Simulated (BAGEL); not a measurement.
**InSiH4F (SMILES [F][InH][SiH3]), step by step**

We compute the energy (HF/x2c-SVPall), then a single-point energy (NEVPT2(2,2)/x2c-SVPall) of InSiH4F. 

The results are computed with BAGEL 1.2.2.

2 further runs of the same task are left out: 2 set aside as unsound or not needed.

### Step 1. The system as given

InSiH4F has 7 atoms, charge 0, and is taken as a singlet. SMILES: `[F][InH][SiH3]`. The Si3–H6 distance was set to 2.824 Å, away from the relaxed value. At this shape a bond of the SMILES string is far longer than usual.

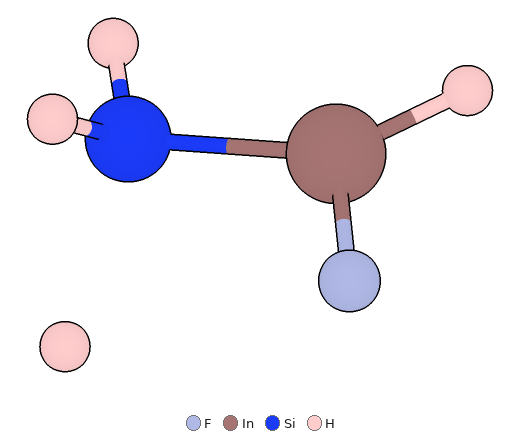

The structure, seen from a chosen angle (fluorine light blue, indium brown, silicon blue, hydrogen pink).

### Step 2. The energy at HF/x2c-SVPall (DKH2, density fitting with AutoAux) (run 1)

Contents of job.json:

```json
{ "bagel" : [

{
  "title" : "molecule",
  "basis" : "x2c-svpall.json",
  "df_basis" : "x2c-svpall-autoaux.json",
  "dkh" : true,
  "geometry" : [
    { "atom" : "F", "xyz" : [  0.14325069, -5.53240189,  0.24199266 ] },
    { "atom" : "In", "xyz" : [ -0.91499594, -3.31178472, -2.54648721 ] },
    { "atom" : "Si", "xyz" : [  1.51141240,  0.86073057, -2.26642980 ] },
    { "atom" : "H", "xyz" : [ -3.14827427, -4.82545534, -4.33889244 ] },
    { "atom" : "H", "xyz" : [  4.26663309,  0.33689848, -2.41798583 ] },
    { "atom" : "H", "xyz" : [  0.42707810,  3.20497551,  2.40410958 ] },
    { "atom" : "H", "xyz" : [  0.79671798,  2.60438086, -4.35041977 ] }
  ]
},
{
  "title" : "hf"
},
{
  "title" : "print",
  "file" : "orbitals.molden",
  "orbitals" : true
}

]}
```

The basis set x2c-SVPall is read from a file made from the Basis Set Exchange's data (not shown).

Command:

```console
$ BAGEL_NUM_THREADS=1 BAGEL job.json > job.out
```

Output:

```text
* using 1 threads per process

  ===============================================================
  ===============================================================

  *** Geometry ***

  { "atom" : "F", "xyz" : [      0.143251,     -5.532402,      0.241993 ] },
  { "atom" : "In", "xyz" : [     -0.914996,     -3.311785,     -2.546487 ] },
  { "atom" : "Si", "xyz" : [      1.511412,      0.860731,     -2.266430 ] },
  { "atom" : "H", "xyz" : [     -3.148274,     -4.825455,     -4.338892 ] },
  { "atom" : "H", "xyz" : [      4.266633,      0.336898,     -2.417986 ] },
  { "atom" : "H", "xyz" : [      0.427078,      3.204976,      2.404110 ] },
  { "atom" : "H", "xyz" : [      0.796718,      2.604381,     -4.350420 ] },

  Number of auxiliary basis functions:      722

  Since a DF basis is specified, we compute 2- and 3-index integrals:
    o Being stored without compression. Storage requirement is 0.045 GB

  Number of basis functions:       88
  Number of electrons      :       76

    * METHOD: MOLECULE                             0.43

  *** RHF ***

  === Nuclear Repulsion ===
   334.8542898802

      * DIIS with orbital gradients will be used.

  === RHF iteration (x2c-svpall.json) ===
      0      -6267.02736196          0.01560898           0.18
      1      -6267.12886120          0.01239072           0.17
      2      -6267.22612284          0.00104708           0.17
      3      -6267.22768016          0.00029082           0.17
      4      -6267.22778490          0.00006966           0.17
      5      -6267.22779431          0.00002139           0.17
      6      -6267.22779539          0.00000572           0.17
      7      -6267.22779546          0.00000144           0.17
      8      -6267.22779547          0.00000044           0.17
      9      -6267.22779547          0.00000016           0.17
     10      -6267.22779547          0.00000007           0.17
     11      -6267.22779547          0.00000003           0.17
     12      -6267.22779547          0.00000001           0.17
    * SCF iteration converged.

    * Permanent dipole moment:
           (    0.180360,    -0.340584,     1.790612) a.u.

    * METHOD: HF                                   2.74

    * METHOD: PRINT                                0.01

  ===============================================================
```

It took 3.6 s on 1 thread of Arm Neoverse V2, shared host; peak memory 0.2 GiB.

### Step 3. The energy at NEVPT2(2,2)/x2c-SVPall (DKH2, density fitting with AutoAux) (run 2)

Contents of input.json:

```json
{ "bagel": [

{
  "title": "molecule",
  "basis": "x2c-svpall.json",
  "df_basis": "x2c-svpall-autoaux.json",
  "dkh": true,
  "geometry": [
    { "atom": "F", "xyz": [  0.14325069, -5.53240189,  0.24199266 ] },
    { "atom": "In", "xyz": [ -0.91499594, -3.31178472, -2.54648721 ] },
    { "atom": "Si", "xyz": [  1.51141240,  0.86073057, -2.26642980 ] },
    { "atom": "H", "xyz": [ -3.14827427, -4.82545534, -4.33889244 ] },
    { "atom": "H", "xyz": [  4.26663309,  0.33689848, -2.41798583 ] },
    { "atom": "H", "xyz": [  0.42707810,  3.20497551,  2.40410958 ] },
    { "atom": "H", "xyz": [  0.79671798,  2.60438086, -4.35041977 ] }
  ]
},
{
  "title": "hf",
  "charge": 0
},
{
  "title": "nevpt2",
  "nstate": 1,
  "nact": 2,
  "nclosed": 37,
  "charge": 0,
  "active": [38, 39],
  "maxiter": 200,
  "natocc": true,
  "ncore": 24
},
{
  "title": "print",
  "file": "orbitals.molden",
  "orbitals": true
}

]}
```

The basis set x2c-SVPall is read from a file made from the Basis Set Exchange's data (not shown).

Command:

```console
$ BAGEL_NUM_THREADS=1 BAGEL input.json > input.out
```

Output:

```text
* using 1 threads per process

  ===============================================================
  ===============================================================

  *** Geometry ***

  { "atom" : "F", "xyz" : [      0.143251,     -5.532402,      0.241993 ] },
  { "atom" : "In", "xyz" : [     -0.914996,     -3.311785,     -2.546487 ] },
  { "atom" : "Si", "xyz" : [      1.511412,      0.860731,     -2.266430 ] },
  { "atom" : "H", "xyz" : [     -3.148274,     -4.825455,     -4.338892 ] },
  { "atom" : "H", "xyz" : [      4.266633,      0.336898,     -2.417986 ] },
  { "atom" : "H", "xyz" : [      0.427078,      3.204976,      2.404110 ] },
  { "atom" : "H", "xyz" : [      0.796718,      2.604381,     -4.350420 ] },

  Number of auxiliary basis functions:      722

  Since a DF basis is specified, we compute 2- and 3-index integrals:
    o Being stored without compression. Storage requirement is 0.045 GB

  Number of basis functions:       88
  Number of electrons      :       76

    * METHOD: MOLECULE                             0.43

  *** RHF ***

  === Nuclear Repulsion ===
   334.8542898802

      * DIIS with orbital gradients will be used.

  === RHF iteration (x2c-svpall.json) ===
      0      -6267.02736196          0.01560898           0.18
      1      -6267.12886120          0.01239072           0.17
      2      -6267.22612284          0.00104708           0.17
      3      -6267.22768016          0.00029082           0.17
      4      -6267.22778490          0.00006966           0.17
      5      -6267.22779431          0.00002139           0.17
      6      -6267.22779539          0.00000572           0.17
      7      -6267.22779546          0.00000144           0.17
      8      -6267.22779547          0.00000044           0.17
      9      -6267.22779547          0.00000016           0.17
     10      -6267.22779547          0.00000007           0.17
     11      -6267.22779547          0.00000003           0.17
     12      -6267.22779547          0.00000001           0.17
    * SCF iteration converged.

    * Permanent dipole moment:
           (    0.180360,    -0.340584,     1.790612) a.u.

    * METHOD: HF                                   2.75

    * freezing 24 orbitals
  ---------------------------
      CASSCF calculation
  ---------------------------

    ==== Active orbitals : =====
         Orbital 38
         Orbital 39
    ============================

    * nstate   :      1
    * nclosed  :     37
    * nact     :      2
    * nvirt    :     49
  === CASSCF iteration (x2c-svpall.json) ===

    * Using the second-order algorithm

      0  0     -6267.25208668     2.99e-03      0.04

      1  0     -6267.28209134     1.75e-03      0.80

      2  0     -6267.28756330     5.51e-04      0.79

      3  0     -6267.28787671     1.76e-04      0.85

      4  0     -6267.28789900     5.10e-05      0.86

      5  0     -6267.28790077     1.44e-05      0.84

      6  0     -6267.28790091     4.05e-06      0.86

      7  0     -6267.28790092     1.14e-06      0.84

      8  0     -6267.28790092     3.20e-07      0.81

      9  0     -6267.28790092     8.98e-08      0.74

     10  0     -6267.28790092     2.52e-08      0.74

     11  0     -6267.28790092     7.08e-09      0.68

    * Second-order optimization converged. *

     guess   0:   closed 1.                   open ..

  === FCI iteration ===

      0  0     -6267.22118991     7.38e-02      0.00
      1  0     -6267.28682368     9.42e-03      0.00
      2  0 *   -6267.28790092     4.73e-17      0.00

     * ci vector, state   0, <S^2> = 0.0000
       2.     0.9109027705
       .2    -0.4126210642

  === DF-NEVPT2 calculation ===

    * 3-index integral transformation done
    * assembly done

      NEVPT2 correlation energy:   -0.3808345239      0.13

          (+0)     -0.3306303583
          (+0)'    -0.0277442538
          (+1)     -0.0050470268
          (+1)'    -0.0002713724
          (+2)     -0.0001750257
          (-1)     -0.0155003196
          (-1)'    -0.0001338221
          (-2)     -0.0013323451

      NEVPT2 total energy:       -6267.6687354429

    * METHOD: NEVPT2                               9.80

    * METHOD: PRINT                                0.01

  ===============================================================
```

It took 13 s on 1 thread of Arm Neoverse V2, shared host; peak memory 0.21 GiB.

### Step 4. Results

| quantity | value |
| --- | --- |
| run 1, HF/x2c-SVPall: total energy | -6267.22780 Eh |
| run 1, HF/x2c-SVPall: dipole moment | 4.66 D |
| run 1, HF/x2c-SVPall: HOMO energy | -8.90 eV |
| run 1, HF/x2c-SVPall: LUMO energy | -0.82 eV |
| run 1, HF/x2c-SVPall: HOMO–LUMO gap | 8.08 eV |
| run 2, NEVPT2(2,2)/x2c-SVPall: total energy | -6267.66874 Eh |
